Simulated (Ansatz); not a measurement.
**Run report: C$_{2}$H$_{23}$NO$_{10}$, molecular dynamics (part 1 of 3)**

System: C$_{2}$H$_{23}$NO$_{10}$ (disordered cell, 36 atoms in the cell).
Method: DFT PBE-D3(BJ), scalar-relativistic, plane waves, PAW, no spin polarisation (Ansatz 0.2.0).

It belongs to a series of runs on one base structure; here: dynamics from the last frame of the run before. Figures and captions count atoms from 1; the log counts them from 0 in places.

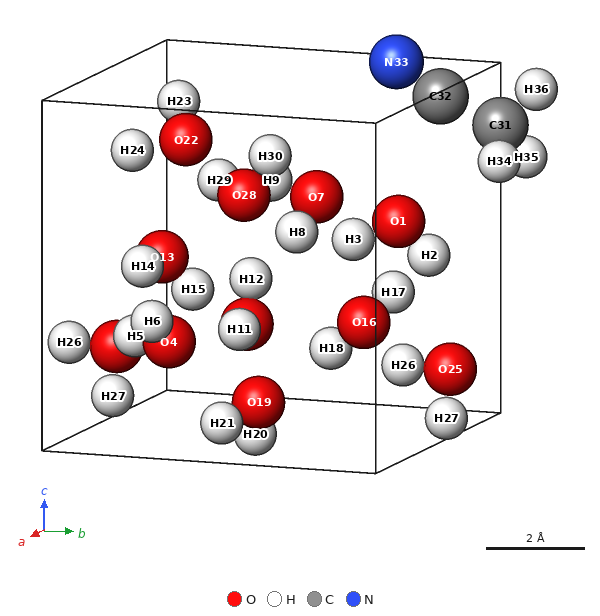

Fig. 1: The input geometry (spheres-only view of the cell of the calculation, seen slightly off an axis; atoms are numbered from 1 in the order of the input).

Results in brief:

```csv
quantity,value
outcome,finished
mean temperature over the second half,1437 K
trajectory,"400 steps, 200 fs"
ensemble,nve
temperature in the input,1500.0 K
time step,0.5 fs
electrons treated,96
potential energy (free energy of the electrons) (last step),−6925.5790 eV
Fermi energy (last step),−0.546 eV
largest force (length of the vector) (last step),5.265 eV/Å
hardware,"1 thread of Intel Xeon (Sapphire Rapids), 16 GiB of memory available, shared host"
wall time,10 min
peak memory,0.49 GiB
```

Notes:

The input asks for low accuracy. The k-point mesh is coarse for a cell of this size, so the results may not be converged. So short a trajectory is not equilibrated.

Input:
```yaml
accuracy: low
crystal:
  lattice:
    - [7.287362, 0.0, 0.0]
    - [0.0, 7.287362, 0.0]
    - [0.0, 0.0, 7.287362]
  atoms:
    - { symbol: O, position: [0.56730445, -0.09343907, 0.63865044] }
    - { symbol: H, position: [0.50203202, -0.02721688, 0.53538971] }
    - { symbol: H, position: [0.61092307, -0.2129434, 0.5872375] }
    - { symbol: O, position: [0.80503355, 0.30813377, 0.29797433] }
    - { symbol: H, position: [0.74455282, 0.18174085, 0.29586398] }
    - { symbol: H, position: [0.9110683, 0.29622019, 0.37335512] }
    - { symbol: O, position: [0.26052022, 0.54661795, 0.63263508] }
    - { symbol: H, position: [0.36649696, 0.52631469, 0.54912225] }
    - { symbol: H, position: [0.29876441, 0.42367585, 0.67883415] }
    - { symbol: O, position: [0.29028252, 0.34865239, 0.26144642] }
    - { symbol: H, position: [0.43315683, 0.37959999, 0.27321004] }
    - { symbol: H, position: [0.25837288, 0.3483845, 0.38588135] }
    - { symbol: O, position: [0.11929124, 1.03012777, 0.40360385] }
    - { symbol: H, position: [0.24600088, 1.01909221, 0.3978871] }
    - { symbol: H, position: [0.07928844, 1.10702506, 0.30926099] }
    - { symbol: O, position: [0.34470796, 0.71883505, 0.29977096] }
    - { symbol: H, position: [0.23079255, 0.76478614, 0.36986811] }
    - { symbol: H, position: [0.33364225, 0.61606136, 0.21762085] }
    - { symbol: O, position: [0.58629982, 0.49390035, 0.09862548] }
    - { symbol: H, position: [0.52141726, 0.46002455, -0.00524347] }
    - { symbol: H, position: [0.69760913, 0.42548427, 0.05491151] }
    - { symbol: O, position: [0.47243156, 0.23346334, 0.81217717] }
    - { symbol: H, position: [0.38538827, 0.17946682, 0.90285184] }
    - { symbol: H, position: [0.52562034, 0.09314863, 0.78175711] }
    - { symbol: O, position: [0.42601565, 1.00864294, 0.19919509] }
    - { symbol: H, position: [0.46180145, 0.87997048, 0.20907865] }
    - { symbol: H, position: [0.48734813, 1.01983015, 0.07028174] }
    - { symbol: O, position: [0.73958068, 0.50772408, 0.7176444] }
    - { symbol: H, position: [0.65002458, 0.39891296, 0.73840651] }
    - { symbol: H, position: [0.72890709, 0.58207359, 0.8332945] }
    - { symbol: C, position: [1.01672143, 0.00586003, 0.82489029] }
    - { symbol: C, position: [1.05223262, -0.16024496, 0.90214108] }
    - { symbol: "N", position: [1.08576359, -0.28007717, 0.99878463] }
    - { symbol: H, position: [1.14776734, 0.05086701, 0.74689245] }
    - { symbol: H, position: [0.89673858, 0.03703358, 0.71557436] }
    - { symbol: H, position: [1.00698371, 0.10960209, 0.9316709] }
basis:
  ecutwfc: 420.0
kpoints:
  mp_grid: { grid: [1, 1, 1] }
hamiltonian:
  xc: pbe
  dispersion: d3bj
scf:
  occupations: { method: fermi_dirac, width: 0.05 }
  lower_state_search: "off"
md:
  timestep: 0.5
  n_steps: 400
  ensemble: nve
  temperature: 1500.0
  initial_velocities: maxwell_boltzmann
  seed: 919368
```

Launch command:
```bash
ansatz run input.yaml --threads 1 --pin off --max-ram 3072MiB --backend cpu --events-out ev --progress --plain --runs-dir out
```

The program's output:
```
Warning: md: disabling space-group detection — thermal motion breaks the input geometry's symmetry, so no spatial operation reduces the k-mesh or symmetrises the density; time reversal is kept, so that k and −k are solved as one point where they differ and the mesh holds both, and exact exchange and, on two spinor components, a DFT+U term hold to it where the run has them: on two components no moment then forms, and a state that bears one, which a typed moment (crystal.atoms[].spin; refused beside efield: under a hybrid functional) reaches, can lie lower, under hf by electronvolts; crystal.symmetry.detect: false (a key that needs symmetry detection or time reversal refuses this as the deck is read) with time_reversal: false beside it drops time reversal too
Engine: ansatz 0.2.0, x86_64-unknown-linux-gnu
Pseudopotentials: kind: paw
Pseudopotential: O, paw, valence charge 6, recommended cutoff 420 eV (normal), O.paw.azcp
Pseudopotential: H, paw, valence charge 1, recommended cutoff 420 eV (normal), H.paw.azcp
Pseudopotential: C, paw, valence charge 4, recommended cutoff 420 eV (normal), C.paw.azcp
Pseudopotential: N, paw, valence charge 5, recommended cutoff 420 eV (normal), N.paw.azcp
Functional definition: PBE
  parameter kappa = 0.804
  parameter beta = 0.06672455060314922
  exchange = pbe_x(kappa = kappa, mu = beta*pi^2/3)
  correlation = pbe_c(beta = beta)
Crystal: 36 atoms, lattice volume = 387.000 Å³
Basis set: ecut = 420 eV, 7521 PW (Γ), exchange–correlation on 100×100×100 points (8 copies of the dense FFT grid, shifted against one another)
Bands: 84, of which v1, the nominal top of the filled ones, is band 48 counted from 1 (47 counted from 0)
Symmetry: 1 space group operations
k-points: 1
Non-local potential: O, projectors of the file, l = 0: 2, l = 1: 2, l = 2: 1
Non-local potential: H, projectors of the file, l = 0: 2, l = 1: 1
Non-local potential: C, projectors of the file, l = 0: 2, l = 1: 2, l = 2: 1
Non-local potential: N, projectors of the file, l = 0: 2, l = 1: 2, l = 2: 1
PAW form: soft (Blöchl's): semilocal exchange-correlation on the pseudo side does not see the compensation charge
PAW one-centre angular grid: O, 110 points (default); XC on 64 Gauss nodes
PAW one-centre angular grid: H, 110 points (default); XC on 64 Gauss nodes
PAW one-centre angular grid: C, 110 points (default); XC on 64 Gauss nodes
PAW one-centre angular grid: N, 110 points (default); XC on 64 Gauss nodes
Initial density: superposition of atomic densities (neutral atoms: chi_scale 0, normalization atom), corrected by the library's trained network
Initial wavefunctions: pseudopotential atomic-orbital guess
Functional: x = pbe(κ = 0.804, μ = 0.2195149727645171), c = pbe(β = 0.06672455060314922)
SCF iter   1: F=—  HF=-6925.026472 eV  |F-HF|=—  |Δ(HF+E_count)|=         —  Δρ=4.13e-3  dr2=8.08e-2  ethr=1.77e-3  ⟨swp⟩=6.0  Hψ=389  notcnv=0  defer=7
preconditioner: auto → Resta (q_TF=auto, 2.163 Å⁻¹)  ε∞=2.2  [insulator: Δε(μ)=3.596 eV  Ē_g=16.717 eV  σ=0.050 eV  W_gap=1.00  n_scr=80 (ndim 8)  ℏωp=18.5 eV  f_vac=0.265  D(μ)=0.00/eV (n_scr^D=0)  ε∞_Penn≈2.2]
SCF iter   2: F=—  HF=-6925.001330 eV  |F-HF|=—  |Δ(HF+E_count)|=   2.51e-2  Δρ=2.05e-3  dr2=1.60e-2  ethr=8.41e-5  ⟨swp⟩=2.0  Hψ=138  notcnv=0  defer=29
SCF iter   3: F=—  HF=-6924.996789 eV  |F-HF|=—  |Δ(HF+E_count)|=   4.54e-3  Δρ=8.54e-4  dr2=4.54e-3  ethr=1.67e-5  ⟨swp⟩=2.0  Hψ=101  notcnv=0  defer=29
SCF iter   4: F=—  HF=-6924.995556 eV  |F-HF|=—  |Δ(HF+E_count)|=   1.23e-3  Δρ=4.63e-4  dr2=1.03e-3  ethr=4.73e-6  ⟨swp⟩=2.0  Hψ=93  notcnv=0  defer=29
SCF iter   5: F=—  HF=-6924.995453 eV  |F-HF|=—  |Δ(HF+E_count)|=   1.03e-4  Δρ=2.25e-4  dr2=2.26e-4  ethr=1.07e-6  ⟨swp⟩=2.0  Hψ=90  notcnv=0  defer=29
SCF iter   6: F=—  HF=-6924.995429 eV  |F-HF|=—  |Δ(HF+E_count)|=   2.34e-5  Δρ=6.81e-5  dr2=1.79e-5  ethr=2.35e-7  ⟨swp⟩=2.0  Hψ=91  notcnv=0  defer=29
SCF iter   7: F=—  HF=-6924.995387 eV  |F-HF|=—  |Δ(HF+E_count)|=   4.23e-5  Δρ=2.85e-5  dr2=2.64e-6  ethr=1.86e-8  ⟨swp⟩=2.0  Hψ=123  notcnv=0  defer=29
SCF iter   8: F=—  HF=-6924.995387 eV  |F-HF|=—  |Δ(HF+E_count)|=   3.83e-7  Δρ=7.42e-6  dr2=1.75e-7  ethr=2.75e-9  ⟨swp⟩=2.0  Hψ=94  notcnv=0  defer=29
SCF iter   9: F=—  HF=-6924.995387 eV  |F-HF|=—  |Δ(HF+E_count)|=   1.54e-7  Δρ=3.39e-6  dr2=3.83e-8  ethr=3.75e-11  ⟨swp⟩=5.0  Hψ=250  notcnv=0
SCF iter  10: F=-6924.995387 eV  HF=-6924.995387 eV  |F-HF|=1.98e-10  |Δ(HF+E_count)|=   4.88e-9  Δρ=1.11e-6  dr2=3.84e-9  ethr=3.75e-11  ⟨swp⟩=5.0  Hψ=217  notcnv=0
SCF 1 converged in 10 iterations: F = -6924.995387 eV  dr2 = 3.84e-9
  greatest PAW one-centre occupation: 0.875 electrons in one spin orbital (limit 2), on the O atom at site 6 (counted from 0), in its partial waves of l = 0
md step     0: t =     0.00 fs  T =  1500.0 K  F+E_penalty+E_count = -6924.99538740 eV  E_kin = 6.786150 eV  conserved = -6918.20923745 eV  (10 SCF iters)
Initial density: handed on by an earlier stage of this run
Initial wavefunctions: those handed on with the density
iter 1 solved again at ethr=5.03e-5 eV; its pass at ethr=3.10e-3 eV (dr2=4.83e-2 eV) is discarded
SCF iter   1: F=—  HF=-6925.165683 eV  |F-HF|=—  |Δ(HF+E_count)|=         —  Δρ=5.24e-3  dr2=4.66e-2  ethr=5.03e-5  ⟨swp⟩=3.0  Hψ=412  notcnv=0
preconditioner: auto → Resta (q_TF=auto, 2.163 Å⁻¹)  ε∞=2.2  [insulator: Δε(μ)=3.432 eV  Ē_g=16.743 eV  σ=0.050 eV  W_gap=1.00  n_scr=80 (ndim 8)  ℏωp=18.5 eV  f_vac=0.272  D(μ)=0.00/eV (n_scr^D=0)  ε∞_Penn≈2.2]
SCF iter   2: F=—  HF=-6925.159520 eV  |F-HF|=—  |Δ(HF+E_count)|=   6.16e-3  Δρ=2.40e-3  dr2=7.65e-3  ethr=4.85e-5  ⟨swp⟩=2.0  Hψ=147  notcnv=0
SCF iter   3: F=—  HF=-6925.159824 eV  |F-HF|=—  |Δ(HF+E_count)|=   3.04e-4  Δρ=1.02e-3  dr2=1.60e-3  ethr=7.96e-6  ⟨swp⟩=2.0  Hψ=113  notcnv=0
SCF iter   4: F=—  HF=-6925.160098 eV  |F-HF|=—  |Δ(HF+E_count)|=   2.73e-4  Δρ=2.14e-4  dr2=1.85e-4  ethr=1.66e-6  ⟨swp⟩=2.0  Hψ=117  notcnv=0
SCF iter   5: F=—  HF=-6925.160108 eV  |F-HF|=—  |Δ(HF+E_count)|=   1.04e-5  Δρ=1.21e-4  dr2=6.74e-5  ethr=1.93e-7  ⟨swp⟩=2.0  Hψ=122  notcnv=0
SCF iter   6: F=—  HF=-6925.160131 eV  |F-HF|=—  |Δ(HF+E_count)|=   2.32e-5  Δρ=3.78e-5  dr2=6.55e-6  ethr=7.03e-8  ⟨swp⟩=2.0  Hψ=115  notcnv=0
SCF iter   7: F=—  HF=-6925.160104 eV  |F-HF|=—  |Δ(HF+E_count)|=   2.70e-5  Δρ=1.43e-5  dr2=9.21e-7  ethr=6.83e-9  ⟨swp⟩=2.0  Hψ=123  notcnv=0
SCF iter   8: F=—  HF=-6925.160104 eV  |F-HF|=—  |Δ(HF+E_count)|=   1.85e-7  Δρ=4.13e-6  dr2=6.89e-8  ethr=9.59e-10  ⟨swp⟩=2.0  Hψ=112  notcnv=0
SCF iter   9: F=-6925.160104 eV  HF=-6925.160104 eV  |F-HF|=2.28e-9  |Δ(HF+E_count)|=   2.03e-8  Δρ=1.29e-6  dr2=5.40e-9  ethr=3.75e-11  ⟨swp⟩=4.0  Hψ=219  notcnv=0
SCF 2 converged in 9 iterations: F = -6925.160104 eV  dr2 = 5.40e-9
  greatest PAW one-centre occupation: 0.874 electrons in one spin orbital (limit 2), on the O atom at site 6 (counted from 0), in its partial waves of l = 0
md step     1: t =     0.50 fs  T =  1535.8 K  F+E_penalty+E_count = -6925.16010440 eV  E_kin = 6.947924 eV  conserved = -6918.21218041 eV  (9 SCF iters, 3 dispersion substeps)
[... from here on the SCF iterations and repeated set-up lines of each step are left out, up to the last step ...]
md step     2: t =     1.00 fs  T =  1565.3 K  F+E_penalty+E_count = -6925.29654269 eV  E_kin = 7.081629 eV  conserved = -6918.21491367 eV  (9 SCF iters, 3 dispersion substeps)
md step     3: t =     1.50 fs  T =  1580.6 K  F+E_penalty+E_count = -6925.36635647 eV  E_kin = 7.151004 eV  conserved = -6918.21535297 eV  (9 SCF iters, 3 dispersion substeps)
md step     4: t =     2.00 fs  T =  1580.3 K  F+E_penalty+E_count = -6925.36324497 eV  E_kin = 7.149485 eV  conserved = -6918.21375962 eV  (9 SCF iters, 3 dispersion substeps)
md step     5: t =     2.50 fs  T =  1568.8 K  F+E_penalty+E_count = -6925.30975356 eV  E_kin = 7.097475 eV  conserved = -6918.21227850 eV  (6 SCF iters, 3 dispersion substeps)
md step     6: t =     3.00 fs  T =  1551.2 K  F+E_penalty+E_count = -6925.22944527 eV  E_kin = 7.017699 eV  conserved = -6918.21174600 eV  (5 SCF iters, 3 dispersion substeps)
md step     7: t =     3.50 fs  T =  1530.3 K  F+E_penalty+E_count = -6925.13451225 eV  E_kin = 6.923299 eV  conserved = -6918.21121322 eV  (5 SCF iters, 3 dispersion substeps)
md step     8: t =     4.00 fs  T =  1508.7 K  F+E_penalty+E_count = -6925.03594019 eV  E_kin = 6.825724 eV  conserved = -6918.21021612 eV  (5 SCF iters, 3 dispersion substeps)
md step     9: t =     4.50 fs  T =  1489.6 K  F+E_penalty+E_count = -6924.94867750 eV  E_kin = 6.739254 eV  conserved = -6918.20942356 eV  (5 SCF iters, 3 dispersion substeps)
md step    10: t =     5.00 fs  T =  1475.0 K  F+E_penalty+E_count = -6924.88234911 eV  E_kin = 6.672847 eV  conserved = -6918.20950243 eV  (8 SCF iters, 3 dispersion substeps)
md step    11: t =     5.50 fs  T =  1463.7 K  F+E_penalty+E_count = -6924.83220767 eV  E_kin = 6.622057 eV  conserved = -6918.21015078 eV  (6 SCF iters, 3 dispersion substeps)
md step    12: t =     6.00 fs  T =  1453.0 K  F+E_penalty+E_count = -6924.78374942 eV  E_kin = 6.573294 eV  conserved = -6918.21045592 eV  (5 SCF iters, 3 dispersion substeps)
md step    13: t =     6.50 fs  T =  1440.3 K  F+E_penalty+E_count = -6924.72612664 eV  E_kin = 6.516035 eV  conserved = -6918.21009166 eV  (5 SCF iters, 3 dispersion substeps)
md step    14: t =     7.00 fs  T =  1425.5 K  F+E_penalty+E_count = -6924.65834770 eV  E_kin = 6.448979 eV  conserved = -6918.20936851 eV  (5 SCF iters, 3 dispersion substeps)
md step    15: t =     7.50 fs  T =  1410.0 K  F+E_penalty+E_count = -6924.58731401 eV  E_kin = 6.379193 eV  conserved = -6918.20812074 eV  (6 SCF iters, 3 dispersion substeps)
md step    16: t =     8.00 fs  T =  1397.8 K  F+E_penalty+E_count = -6924.53006873 eV  E_kin = 6.323890 eV  conserved = -6918.20617910 eV  (5 SCF iters, 3 dispersion substeps)
md step    17: t =     8.50 fs  T =  1394.6 K  F+E_penalty+E_count = -6924.51394332 eV  E_kin = 6.309224 eV  conserved = -6918.20471925 eV  (5 SCF iters, 3 dispersion substeps)
md step    18: t =     9.00 fs  T =  1404.4 K  F+E_penalty+E_count = -6924.55902159 eV  E_kin = 6.353515 eV  conserved = -6918.20550703 eV  (4 SCF iters, 3 dispersion substeps)
md step    19: t =     9.50 fs  T =  1424.5 K  F+E_penalty+E_count = -6924.65354569 eV  E_kin = 6.444570 eV  conserved = -6918.20897590 eV  (5 SCF iters, 3 dispersion substeps)
md step    20: t =    10.00 fs  T =  1444.6 K  F+E_penalty+E_count = -6924.74882936 eV  E_kin = 6.535342 eV  conserved = -6918.21348686 eV  (9 SCF iters, 3 dispersion substeps)
md step    21: t =    10.50 fs  T =  1452.0 K  F+E_penalty+E_count = -6924.78483634 eV  E_kin = 6.568919 eV  conserved = -6918.21591767 eV  (5 SCF iters, 3 dispersion substeps)
```
